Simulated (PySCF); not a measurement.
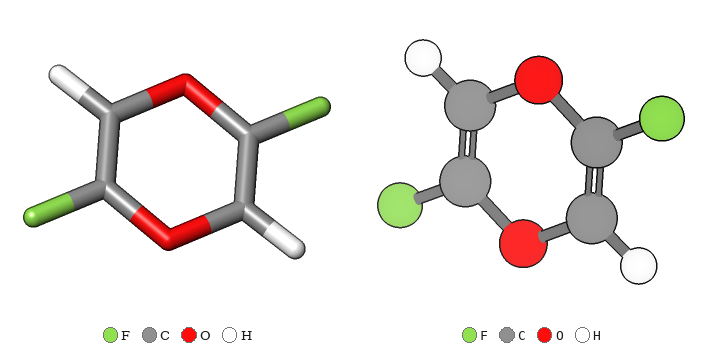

Both panels show the same species.

Computed geometry: GFN2-xTB optimisation. No frequency run is at hand to confirm it as a minimum.

Description:

Formula C4H2F2O2. As SMILES it reads `FC1=COC(F)=CO1`. Independent rings (smallest set): 1 of 6 members. Among its groups: ether, alkene, C–F bond. This geometry has C2h symmetry. All atoms lie on one plane. Coordination: 4 C trigonal planar; 2 O bent.

The parts below concern this one geometry. Atoms keep their numbers from picture to picture.

**Geometry**

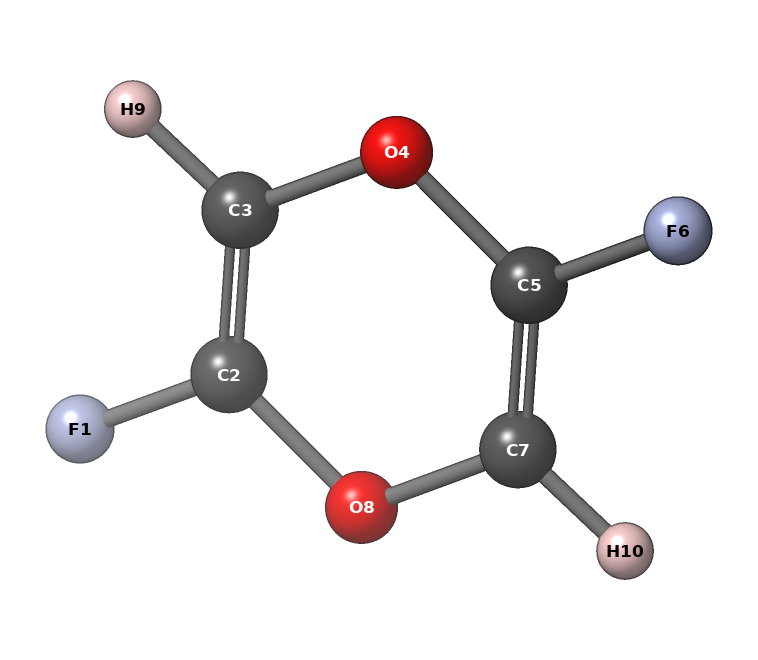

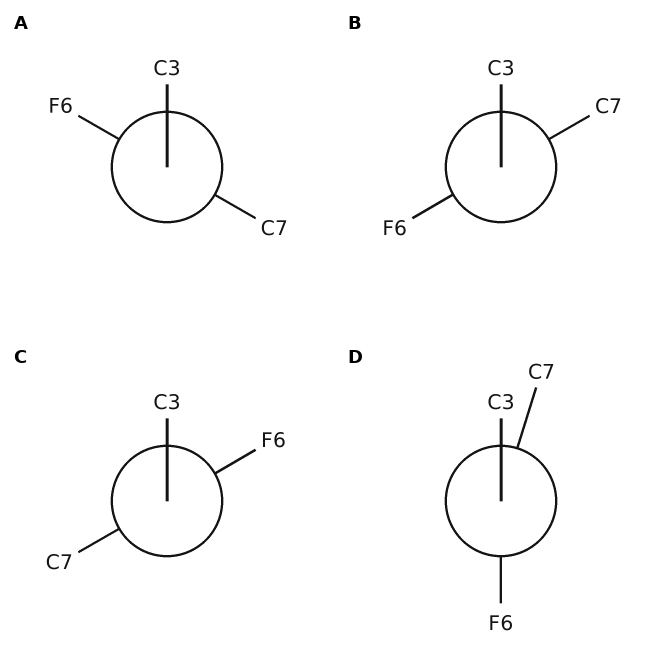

Depth is shown by fading: the farther an atom, the more it takes the colour of the background. Bonds that would overlap in a projection are set slightly apart. No frequency run is at hand to confirm it as a minimum.

> Which Newman projection shows the view along O4–C5, with O4 in front?

D. The torsion angle C3–O4–C5–F6 is 180°, antiperiplanar (anti).

**Ring current**

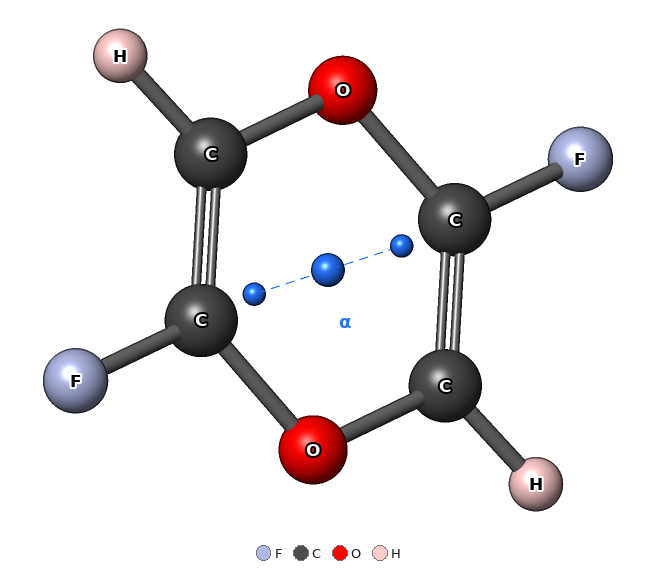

The small points mark where nucleus-independent chemical shifts (NICS) were computed: at the centre of each lettered ring and 1 Å above and below it. No frequency run is at hand to confirm it as a minimum. Properties computed with GIAO PBE0/pcSseg-1 NMR shielding, non-relativistic, gas phase (PySCF 2.14.0).

Give NICS(0), NICS(1) and the out-of-plane component NICS(1)zz for each ring (means of the two sides).

```json
{"ring": "α", "members": "C4O2", "NICS(0)": "4.1", "NICS(1)": "3.7", "NICS(1)zz": "16.9"}
```

Values in ppm.

> What do the values say about the ring currents?

Ring α: paratropic, as in an antiaromatic ring. NICS is one index among several.

**NMR shielding**

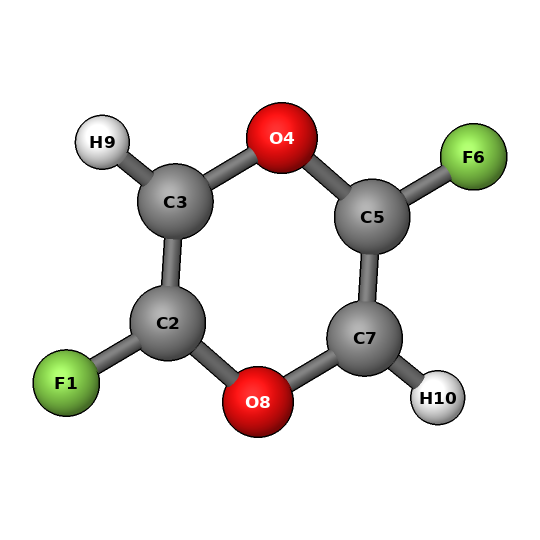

No frequency run is at hand to confirm it as a minimum. Properties computed with GIAO PBE0/pcSseg-1 NMR shielding, non-relativistic, gas phase (PySCF 2.14.0). Principal shieldings σ11 ≤ σ22 ≤ σ33, span Ω = σ33 − σ11, skew κ = 3(σiso − σ22)/Ω.

Give the shielding tensors of the F atoms.

| atom | σ11 | σ22 | σ33 | σiso | Ω | κ |
| --- | --- | --- | --- | --- | --- | --- |
| F1, F6 | 287.4 | 310.7 | 324.4 | 307.5 | 37.0 | −0.26 |

Shieldings and span in ppm.

**Electronic properties**

No frequency run is at hand to confirm it as a minimum. Method: PBE0/def2-SVPD, gas phase (PySCF 2.14.0). Excitations: vertical, linear response.

> Give the HOMO energy (Kohn–Sham orbital) at this level.

−6.28 eV.

> What is the mean static polarisability?

51.3 bohr³.

> Estimate the HOMO–LUMO gap.

5.80 eV.

> Estimate the lowest vertical singlet excitation.

4.44 eV.
